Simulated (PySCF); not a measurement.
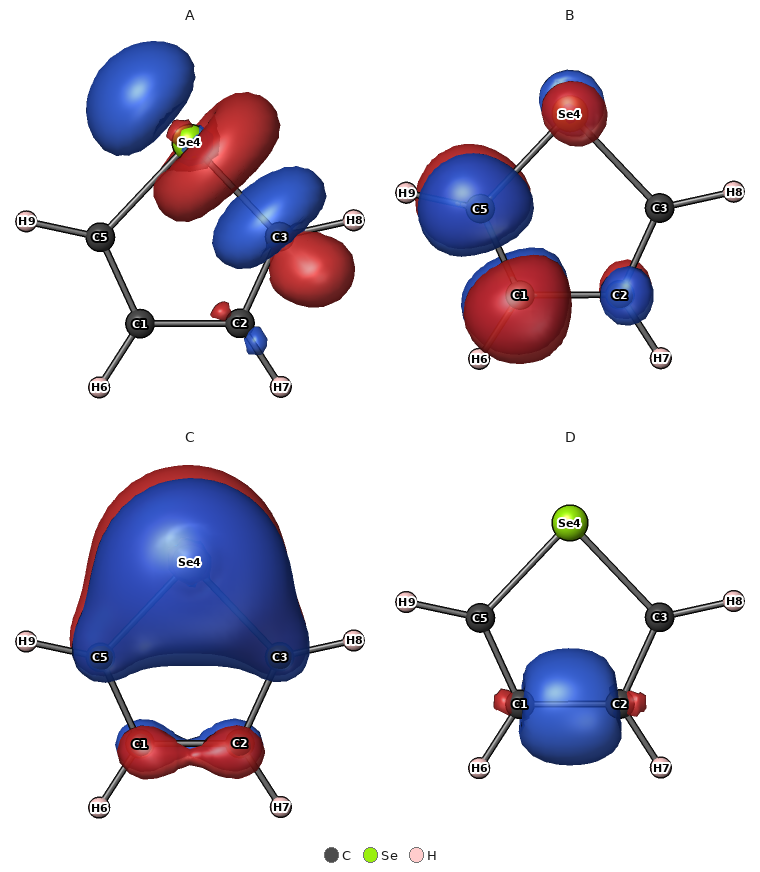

Figure. C4H4Se, SMILES `c1cc[se]c1`. Intrinsic bond orbitals (IBO), occupied and valence-virtual; each surface holds about 80 % of the orbital's density. Energies are diagonal elements of the Fock matrix.

Computed with PySCF, M06-2X/aug-cc-pVDZ, geometry: GFN2-xTB. No frequency check shows the geometry to be a minimum. GFN2-xTB bond lengths at metals and heavier atoms can be off by up to 0.1 Å and shapes distorted, which carries into these values.

Cartesian coordinates (Å):

```
C1       1.6739   -0.7081    0.0000
C2       1.6739    0.7082    0.0000
C3       0.4395    1.2708    0.0000
Se4     -0.9101    0.0000    0.0000
C5       0.4395   -1.2708    0.0000
H6       2.5816   -1.2877    0.0000
H7       2.5816    1.2878    0.0000
H8       0.2099    2.3212    0.0000
H9       0.2100   -2.3212    0.0000
```

Question: Name the orbitals, with their atomic make-up and energies.

Answer: By panel:
- A: σ* orbital Se4–C3 (Se4 51 %, C3 48 %; 5.4 eV)
- B: π* orbital C1–C5 (C1 44 %, C5 42 %, Se4 8 %; 2.9 eV)
- C: p-type lone pair on Se4, partly delocalised onto C3 and C5 (Se4 84 %, C3 6 %, C5 6 %; −8.9 eV)
- D: σ bond C1–C2 (C1 49 %, C2 49 %; −18.0 eV)

Question: Which has the smallest and which the largest spatial spread?

Answer: Smallest: D (0.80 Å); largest: C (1.49 Å).

Cost of the run: 33 s on 1 thread of Intel(R) Xeon(R) Platinum 8375C CPU @ 2.90GHz (Ice Lake), on a shared host, peak memory 0.71 GiB.
